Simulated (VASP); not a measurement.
# A VASP study of TiC (Khamrabaevite) (LDA): structure first, properties next, part 3 of 5

What structure does TiC (Khamrabaevite) take at this level, and what are its properties? The start is a cell from a database of measured crystal structures.

VASP 6.6.1; LDA; plane waves and PAW (Ti_sv, C).

So far. Step 5 (Band structure (LDA)): Of the bands kept, 4 cross the Fermi level on this path. Step 6 (Density of states (LDA)): The finer mesh and the other smearing move the Fermi level by -0.09 eV from the 11×11×11 run, one measure of the sampling error in the zero of the bands above. Of the states within 0.3 eV of the Fermi level, the largest shares in the PAW spheres are Ti d 39 % and C p 25 %. The rest lies in smaller channels or between the spheres.

## 7. Volume scan with LDA, volume scale 0.94

An equation of state needs energies on both sides of the minimum, all on one mesh and cutoff.

INCAR

```
SYSTEM = TiC
PREC = Accurate
ENCUT = 520
EDIFF = 1E-06
NELM = 100
ISMEAR = 0
SIGMA = 0.05
LREAL = .FALSE.
ALGO = Normal
GGA = CA
NBANDS = 14
LASPH = .TRUE.
LORBIT = 11
LWAVE = .FALSE.
LCHARG = .FALSE.
KPAR = 2
ISIF = 2
```

POSCAR

```
TiC
1.0
    0.0000000000      2.0887625700      2.0887625700
    2.0887625700      0.0000000000      2.0887625700
    2.0887625700      2.0887625700      0.0000000000
Ti C
1 1
Direct
    0.0000000000      0.0000000000      0.0000000000
    0.5000000000      0.5000000000      0.5000000000
```

KPOINTS

```
Automatic mesh
0
Gamma
11 11 11
0 0 0
```

PAW data sets: Ti_sv and C (LDA family, release 64).

The run is started by

```sh
> mpirun -np 2 vasp_std
```

The program printed:

```text
[... set-up lines as in an earlier step ...]
 entering main loop
       N       E                     dE             d eps       ncg     rms          rms(c)
DAV:   1     0.112482429941E+03    0.11248E+03   -0.80788E+03  1568   0.137E+03
DAV:   2    -0.183191765891E+02   -0.13080E+03   -0.12250E+03  1682   0.349E+02
DAV:   3    -0.254590800388E+02   -0.71399E+01   -0.70012E+01  1938   0.814E+01
DAV:   4    -0.257389571916E+02   -0.27988E+00   -0.27970E+00  2006   0.146E+01
DAV:   5    -0.257472316737E+02   -0.82745E-02   -0.82738E-02  1970   0.212E+00    0.204E+01
DAV:   6    -0.209441710250E+02    0.48031E+01   -0.12243E+01  2246   0.609E+01    0.663E+00
DAV:   7    -0.204952583218E+02    0.44891E+00   -0.19516E+00  1884   0.212E+01    0.591E+00
DAV:   8    -0.204693412905E+02    0.25917E-01   -0.11535E-01  1762   0.427E+00    0.294E+00
DAV:   9    -0.204720667918E+02   -0.27255E-02   -0.68196E-02  1960   0.258E+00    0.765E-01
DAV:  10    -0.204708839843E+02    0.11828E-02   -0.85385E-03  2090   0.130E+00    0.566E-01
DAV:  11    -0.204699714833E+02    0.91250E-03   -0.32854E-03  1694   0.822E-01    0.814E-02
DAV:  12    -0.204699504073E+02    0.21076E-04   -0.28613E-04  1796   0.244E-01    0.169E-02
DAV:  13    -0.204699418191E+02    0.85882E-05   -0.35248E-05  1970   0.860E-02    0.102E-02
DAV:  14    -0.204699413767E+02    0.44238E-06   -0.14591E-06  1396   0.128E-02
   1 F= -.20469941E+02 E0= -.20469571E+02  d E =-.740040E-03
```

Wall time 3.4 s (2 MPI ranks of Intel Xeon 6975P-C (Granite Rapids), shared host); peak memory 0.24 GiB.

OUTCAR, selected parts (step 7):

```text
   ENCUT  =  520.0 eV  38.22 Ry    6.18 a.u.   5.49  5.49  5.49*2*pi/ulx,y,z

   NELECT =      16.0000    total number of electrons

 E-fermi :  10.6744

 k-point     1 :       0.0000    0.0000    0.0000
  band No.  band energies     occupation
      1     -45.0112      2.00000
      2     -21.3404      2.00000
      3     -21.3404      2.00000
      4     -21.3404      2.00000
      5      -2.1212      2.00000
      6      11.2288      0.00000
      7      11.2288      0.00000
      8      11.2288      0.00000
      9      12.4063      0.00000
     10      12.4063      0.00000
    ...

  Total        2.2338052      2.2338052      2.2338052      0.0000000     -0.0000000      0.0000000
  in kB      196.3625506    196.3625506    196.3625506      0.0000000     -0.0000000      0.0000000
  external PRESSURE =     196.3625506 kB  Pullay stress =       0.0000000 kB

 POSITION                                       TOTAL-FORCE (eV/Angst)
 -----------------------------------------------------------------------------------
      0.00000      0.00000      0.00000         0.000000      0.000000      0.000000
      2.08876      2.08876      2.08876         0.000000      0.000000      0.000000
 -----------------------------------------------------------------------------------
    total drift:                                0.000000     -0.000000     -0.000000

  FREE ENERGIE OF THE ION-ELECTRON SYSTEM (eV)
  ---------------------------------------------------
  free  energy   TOTEN  =       -20.4699413767 eV

  energy  without entropy=      -20.4692013372  energy(sigma->0) =      -20.46957136

[... 4 parts as in an earlier step ...]

[... 12 further parts left out ...]
```

The scan keeps the cell's shape and the fractional positions fixed.

This step gave:

```
bands                   : 14
irreducible k-points    : 56
free energy (TOTEN)     : -20.47 eV
energy at zero smearing : -20.47 eV
Fermi energy            : 10.67 eV
pressure                : 19.64 GPa
```

The pressure here is 19.64 GPa.

## 8. Volume scan with LDA, volume scale 0.96

INCAR is that of step 7.

POSCAR

```
TiC
1.0
    0.0000000000      2.1034726502      2.1034726502
    2.1034726502      0.0000000000      2.1034726502
    2.1034726502      2.1034726502      0.0000000000
Ti C
1 1
Direct
    0.0000000000      0.0000000000      0.0000000000
    0.5000000000      0.5000000000      0.5000000000
```

KPOINTS is that of step 7.

The run is started by

```sh
> mpirun -np 2 vasp_std
```

The program printed:

```text
[... set-up lines as in an earlier step ...]
 entering main loop
       N       E                     dE             d eps       ncg     rms          rms(c)
DAV:   1     0.118627246585E+03    0.11863E+03   -0.80711E+03  1568   0.138E+03
DAV:   2    -0.181450244815E+02   -0.13677E+03   -0.12886E+03  1712   0.355E+02
DAV:   3    -0.255643607168E+02   -0.74193E+01   -0.72914E+01  1950   0.814E+01
DAV:   4    -0.258343522900E+02   -0.26999E+00   -0.26964E+00  2056   0.141E+01
DAV:   5    -0.258436190637E+02   -0.92668E-02   -0.92665E-02  1930   0.229E+00    0.198E+01
DAV:   6    -0.210389515046E+02    0.48047E+01   -0.12569E+01  2250   0.609E+01    0.670E+00
DAV:   7    -0.205411527312E+02    0.49780E+00   -0.20583E+00  1908   0.218E+01    0.571E+00
DAV:   8    -0.205126189086E+02    0.28534E-01   -0.11330E-01  1744   0.411E+00    0.317E+00
DAV:   9    -0.205112406909E+02    0.13782E-02   -0.79882E-02  1978   0.306E+00    0.751E-01
DAV:  10    -0.205099976372E+02    0.12431E-02   -0.97117E-03  2094   0.139E+00    0.573E-01
DAV:  11    -0.205088895688E+02    0.11081E-02   -0.34498E-03  1676   0.858E-01    0.106E-01
DAV:  12    -0.205088805184E+02    0.90504E-05   -0.29725E-04  1766   0.227E-01    0.130E-02
DAV:  13    -0.205088742560E+02    0.62624E-05   -0.23541E-05  2126   0.683E-02    0.116E-02
DAV:  14    -0.205088736341E+02    0.62185E-06   -0.18677E-06  1612   0.139E-02
   1 F= -.20508874E+02 E0= -.20508557E+02  d E =-.633350E-03
```

Run time: 3.6 s. Hardware: 2 MPI ranks; peak memory 0.25 GiB; 6.1 s of CPU time.

Parts of OUTCAR (step 8):

```text
   ENCUT  =  520.0 eV  38.22 Ry    6.18 a.u.   5.53  5.53  5.53*2*pi/ulx,y,z

   NELECT =      16.0000    total number of electrons

 E-fermi :  10.4048

 k-point     1 :       0.0000    0.0000    0.0000
  band No.  band energies     occupation
      1     -45.3364      2.00000
      2     -21.6836      2.00000
      3     -21.6836      2.00000
      4     -21.6836      2.00000
      5      -2.2976      2.00000
      6      10.9565      0.00000
      7      10.9565      0.00000
      8      10.9565      0.00000
      9      12.1097      0.00000
     10      12.1097      0.00000
    ...

  Total        1.4453453      1.4453453      1.4453453      0.0000000      0.0000000     -0.0000000
  in kB      124.4060771    124.4060771    124.4060771      0.0000000      0.0000000     -0.0000000
  external PRESSURE =     124.4060771 kB  Pullay stress =       0.0000000 kB

 POSITION                                       TOTAL-FORCE (eV/Angst)
 -----------------------------------------------------------------------------------
      0.00000      0.00000      0.00000         0.000000      0.000000     -0.000000
      2.10347      2.10347      2.10347        -0.000000     -0.000000      0.000000
 -----------------------------------------------------------------------------------
    total drift:                                0.000000     -0.000000     -0.000000

  FREE ENERGIE OF THE ION-ELECTRON SYSTEM (eV)
  ---------------------------------------------------
  free  energy   TOTEN  =       -20.5088736341 eV

  energy  without entropy=      -20.5082402837  energy(sigma->0) =      -20.50855696

[... 4 parts as in an earlier step ...]

[... 12 further parts left out ...]
```

This step gave:

| Item | Value |
| --- | --- |
| free energy (TOTEN) | -20.51 eV |
| energy at zero smearing | -20.51 eV |
| Fermi energy | 10.40 eV |
| pressure | 12.44 GPa |

The pressure falls from 19.64 to 12.44 GPa.

The run ends at a pressure of 12.44 GPa.

## 9. Volume scan with LDA, volume scale 0.98

INCAR is that of step 8.

POSCAR

```
TiC
1.0
    0.0000000000      2.1179798165      2.1179798165
    2.1179798165      0.0000000000      2.1179798165
    2.1179798165      2.1179798165      0.0000000000
Ti C
1 1
Direct
    0.0000000000      0.0000000000      0.0000000000
    0.5000000000      0.5000000000      0.5000000000
```

KPOINTS is that of step 8.

The run is started by

```sh
> mpirun -np 2 vasp_std
```

The program printed:

```text
[... set-up lines as in an earlier step ...]
 entering main loop
       N       E                     dE             d eps       ncg     rms          rms(c)
DAV:   1     0.121330147929E+03    0.12133E+03   -0.79787E+03  1568   0.137E+03
DAV:   2    -0.178581448522E+02   -0.13919E+03   -0.13168E+03  1670   0.356E+02
DAV:   3    -0.256045199424E+02   -0.77464E+01   -0.75884E+01  2098   0.832E+01
DAV:   4    -0.259149488158E+02   -0.31043E+00   -0.31024E+00  1948   0.151E+01
[...]
DAV:  12    -0.205312379675E+02    0.51026E-05   -0.38476E-04  1772   0.264E-01    0.330E-02
DAV:  13    -0.205312311144E+02    0.68531E-05   -0.11664E-05  2190   0.400E-02    0.984E-03
DAV:  14    -0.205312305826E+02    0.53180E-06   -0.73694E-07  1114   0.826E-03
   1 F= -.20531231E+02 E0= -.20530935E+02  d E =-.590970E-03
```

It took 3.4 s on 2 MPI ranks; peak memory 0.24 GiB; 5.7 s of CPU time.

From OUTCAR (step 9):

```text
  Total        0.7012814      0.7012814      0.7012814     -0.0000000      0.0000000     -0.0000000
  in kB       59.1299464     59.1299464     59.1299464     -0.0000000      0.0000000     -0.0000000
  external PRESSURE =      59.1299464 kB  Pullay stress =       0.0000000 kB

 POSITION                                       TOTAL-FORCE (eV/Angst)
 -----------------------------------------------------------------------------------
      0.00000      0.00000      0.00000         0.000000      0.000000      0.000000
      2.11798      2.11798      2.11798        -0.000000     -0.000000     -0.000000
 -----------------------------------------------------------------------------------
    total drift:                                0.000000     -0.000000     -0.000000

  FREE ENERGIE OF THE ION-ELECTRON SYSTEM (eV)
  ---------------------------------------------------
  free  energy   TOTEN  =       -20.5312305826 eV

  energy  without entropy=      -20.5306396130  energy(sigma->0) =      -20.53093510

[... 1 part as in an earlier step ...]

[... 2 further parts left out ...]
[key lines of the parts left out:]
E-fermi :  10.1460
```

The pressure falls from 12.44 to 5.91 GPa.

The run ends at a pressure of 5.91 GPa.

## 10. Volume scan with LDA, volume scale 1

INCAR is that of step 9.

POSCAR

```
TiC
1.0
    0.0000000000      2.1322909251      2.1322909251
    2.1322909251      0.0000000000      2.1322909251
    2.1322909251      2.1322909251      0.0000000000
Ti C
1 1
Direct
    0.0000000000      0.0000000000      0.0000000000
    0.5000000000      0.5000000000      0.5000000000
```

KPOINTS is that of step 9.

The run is started by

```sh
> mpirun -np 2 vasp_std
```

The program printed:

```text
[... set-up lines as in an earlier step ...]
 entering main loop
       N       E                     dE             d eps       ncg     rms          rms(c)
[... 14 cycles as in an earlier step ...]
   1 F= -.20538564E+02 E0= -.20538274E+02  d E =-.580573E-03
```

Wall time 3.4 s (2 MPI ranks); peak memory 0.24 GiB; 5.7 s of CPU time.

Parts of OUTCAR (step 10):

```text
[... 6 parts as in an earlier step ...]

[... 1 further part left out ...]
[key lines of the parts left out:]
E-fermi :   9.8963
```

The pressure falls from 5.91 to 0.02 GPa.

The run ends at a pressure of 0.02 GPa.

## 11. Volume scan with LDA, volume scale 1.02

INCAR is that of step 10.

POSCAR

```
TiC
1.0
    0.0000000000      2.1464124686      2.1464124686
    2.1464124686      0.0000000000      2.1464124686
    2.1464124686      2.1464124686      0.0000000000
Ti C
1 1
Direct
    0.0000000000      0.0000000000      0.0000000000
    0.5000000000      0.5000000000      0.5000000000
```

KPOINTS is that of step 10.

The run is started by

```sh
> mpirun -np 2 vasp_std
```

The program printed:

```text
[... set-up lines as in an earlier step ...]
 entering main loop
       N       E                     dE             d eps       ncg     rms          rms(c)
DAV:   1     0.115970511202E+03    0.11597E+03   -0.80490E+03  1576   0.138E+03
DAV:   2    -0.181280494618E+02   -0.13410E+03   -0.12666E+03  1634   0.345E+02
DAV:   3    -0.257883136040E+02   -0.76603E+01   -0.74848E+01  2196   0.804E+01
DAV:   4    -0.260221020825E+02   -0.23379E+00   -0.23362E+00  1836   0.129E+01
[...]
DAV:  13    -0.205323031066E+02    0.88510E-05   -0.41324E-05  1790   0.547E-02    0.117E-02
DAV:  14    -0.205323016596E+02    0.14470E-05   -0.29767E-06  1926   0.294E-02    0.387E-03
DAV:  15    -0.205323016408E+02    0.18812E-07   -0.19797E-07   928   0.553E-03
   1 F= -.20532302E+02 E0= -.20532011E+02  d E =-.580357E-03
```

Run time: 3.6 s. Hardware: 2 MPI ranks; peak memory 0.24 GiB.

OUTCAR, selected parts (step 11):

```text
  Total       -0.6538359     -0.6538359     -0.6538359     -0.0000000      0.0000000     -0.0000000
  in kB      -52.9675425    -52.9675425    -52.9675425     -0.0000000      0.0000000     -0.0000000
  external PRESSURE =     -52.9675425 kB  Pullay stress =       0.0000000 kB

 POSITION                                       TOTAL-FORCE (eV/Angst)
 -----------------------------------------------------------------------------------
      0.00000      0.00000      0.00000         0.000000      0.000000      0.000000
      2.14641      2.14641      2.14641         0.000000     -0.000000     -0.000000
 -----------------------------------------------------------------------------------
    total drift:                                0.000000     -0.000000     -0.000000

  FREE ENERGIE OF THE ION-ELECTRON SYSTEM (eV)
  ---------------------------------------------------
  free  energy   TOTEN  =       -20.5323016408 eV

  energy  without entropy=      -20.5317212838  energy(sigma->0) =      -20.53201146

[... 1 part as in an earlier step ...]

[... 2 further parts left out ...]
[key lines of the parts left out:]
E-fermi :   9.6550
```

The pressure falls from 0.02 to -5.30 GPa.

The run ends at a pressure of -5.30 GPa.

## 12. Volume scan with LDA, volume scale 1.04

INCAR is that of step 11.

POSCAR

```
TiC
1.0
    0.0000000000      2.1603506024      2.1603506024
    2.1603506024      0.0000000000      2.1603506024
    2.1603506024      2.1603506024      0.0000000000
Ti C
1 1
Direct
    0.0000000000      0.0000000000      0.0000000000
    0.5000000000      0.5000000000      0.5000000000
```

KPOINTS is that of step 11.

The run is started by

```sh
> mpirun -np 2 vasp_std
```

The program printed:

```text
[... set-up lines as in an earlier step ...]
 entering main loop
       N       E                     dE             d eps       ncg     rms          rms(c)
DAV:   1     0.117393855433E+03    0.11739E+03   -0.80378E+03  1574   0.136E+03
DAV:   2    -0.178510137287E+02   -0.13524E+03   -0.12643E+03  1646   0.347E+02
DAV:   3    -0.257503344656E+02   -0.78993E+01   -0.77182E+01  2036   0.827E+01
DAV:   4    -0.260511395353E+02   -0.30081E+00   -0.30033E+00  1936   0.152E+01
[...]
DAV:  12    -0.205137394269E+02    0.25210E-03   -0.56764E-04  2014   0.329E-01    0.457E-02
DAV:  13    -0.205137267867E+02    0.12640E-04   -0.47360E-05  1886   0.851E-02    0.117E-02
DAV:  14    -0.205137258062E+02    0.98047E-06   -0.24892E-06  1808   0.197E-02
   1 F= -.20513726E+02 E0= -.20513434E+02  d E =-.584091E-03
```

Elapsed: 3.4 s, on 2 MPI ranks; peak memory 0.25 GiB; 5.9 s of CPU time.

Parts of OUTCAR (step 12):

```text
  Total       -1.2798067     -1.2798067     -1.2798067      0.0000000      0.0000000     -0.0000000
  in kB     -101.6839160   -101.6839160   -101.6839160      0.0000000      0.0000000     -0.0000000
  external PRESSURE =    -101.6839160 kB  Pullay stress =       0.0000000 kB

 POSITION                                       TOTAL-FORCE (eV/Angst)
 -----------------------------------------------------------------------------------
      0.00000      0.00000      0.00000         0.000000     -0.000000      0.000000
      2.16035      2.16035      2.16035        -0.000000      0.000000     -0.000000
 -----------------------------------------------------------------------------------
    total drift:                                0.000000     -0.000000     -0.000000

  FREE ENERGIE OF THE ION-ELECTRON SYSTEM (eV)
  ---------------------------------------------------
  free  energy   TOTEN  =       -20.5137258062 eV

  energy  without entropy=      -20.5131417153  energy(sigma->0) =      -20.51343376

[... 1 part as in an earlier step ...]

[... 2 further parts left out ...]
[key lines of the parts left out:]
E-fermi :   9.4217
```

The pressure falls from -5.30 to -10.17 GPa.

The run ends at a pressure of -10.17 GPa.

## 13. Volume scan with LDA, volume scale 1.06

INCAR is that of step 12.

POSCAR

```
TiC
1.0
    0.0000000000      2.1741111684      2.1741111684
    2.1741111684      0.0000000000      2.1741111684
    2.1741111684      2.1741111684      0.0000000000
Ti C
1 1
Direct
    0.0000000000      0.0000000000      0.0000000000
    0.5000000000      0.5000000000      0.5000000000
```

KPOINTS is that of step 12.

The run is started by

```sh
> mpirun -np 2 vasp_std
```

The program printed:

```text
[... set-up lines as in an earlier step ...]
 entering main loop
       N       E                     dE             d eps       ncg     rms          rms(c)
DAV:   1     0.115761727482E+03    0.11576E+03   -0.81846E+03  1568   0.135E+03
DAV:   2    -0.178986136873E+02   -0.13366E+03   -0.12527E+03  1700   0.345E+02
DAV:   3    -0.257565765828E+02   -0.78580E+01   -0.76673E+01  2044   0.825E+01
DAV:   4    -0.260714348947E+02   -0.31486E+00   -0.31466E+00  1996   0.148E+01
[...]
DAV:  12    -0.204840405597E+02    0.52298E-03   -0.12333E-03  1908   0.532E-01    0.559E-02
DAV:  13    -0.204840149812E+02    0.25578E-04   -0.93920E-05  1878   0.161E-01    0.188E-02
DAV:  14    -0.204840147474E+02    0.23379E-06   -0.94566E-06  1802   0.290E-02
   1 F= -.20484015E+02 E0= -.20483719E+02  d E =-.590523E-03
```

Run time: 3.4 s. Hardware: 2 MPI ranks; peak memory 0.25 GiB.

From OUTCAR (step 13):

```text
  Total       -1.8749217     -1.8749217     -1.8749217     -0.0000000      0.0000000     -0.0000000
  in kB     -146.1566181   -146.1566181   -146.1566181     -0.0000000      0.0000000     -0.0000000
  external PRESSURE =    -146.1566181 kB  Pullay stress =       0.0000000 kB

 POSITION                                       TOTAL-FORCE (eV/Angst)
 -----------------------------------------------------------------------------------
      0.00000      0.00000      0.00000         0.000000      0.000000      0.000000
      2.17411      2.17411      2.17411         0.000000     -0.000000     -0.000000
 -----------------------------------------------------------------------------------
    total drift:                                0.000000     -0.000000     -0.000000

  FREE ENERGIE OF THE ION-ELECTRON SYSTEM (eV)
  ---------------------------------------------------
  free  energy   TOTEN  =       -20.4840147474 eV

  energy  without entropy=      -20.4834242246  energy(sigma->0) =      -20.48371949

[... 1 part as in an earlier step ...]

[... 2 further parts left out ...]
[key lines of the parts left out:]
E-fermi :   9.1957
```

The pressure falls from -10.17 to -14.62 GPa.

The run ends at a pressure of -14.62 GPa.

## 14. Fit for LDA

This step: Birch-Murnaghan fit, LDA; plane waves and PAW (VASP 6.6.1).

No new run; the numbers come from the runs before.

Numbers from this step:

| Property | Result |
| --- | --- |
| pressure derivative of the bulk modulus | 3.990 |
| r.m.s. error of the fit | 1.49e-6 eV/atom |
| minimum inside the sampled range | yes |
| bulk modulus | 280.2 GPa |
| equilibrium volume of the fit | 9.699 Å³/atom |

The energy above the fitted minimum by volume:

```
volume (Å³/atom)  energy above the fitted minimum (eV/atom)
           9.113                                     0.0344
           9.307                                     0.0149
           9.501                                    0.00367
           9.695                                     8.3e-7
           9.889                                    0.00313
          10.083                                     0.0124
          10.277                                     0.0273
```

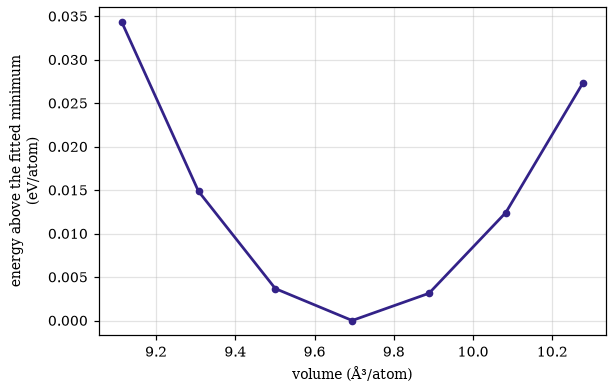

Energy above the fitted minimum against volume.

The fitted volume lies +0.05 % from the relaxed one.

[end of part 3 of 5]

[Lines on the potential files, build, host, timing and source positions are cut from VASP's logs without a mark.]

[Logs are printed without paths, hosts, clocks, repeated set-up lines and the standing remarks that a program may print on its own settings, such as how far it seeks lower states.]

[Hosts, paths, dates, database ids (printed as entryN), source tags and the programs' standing remarks are cut or masked in the printed files.]

[A measured line is paired with the nearest computed mode of its activity, which favours agreement.]
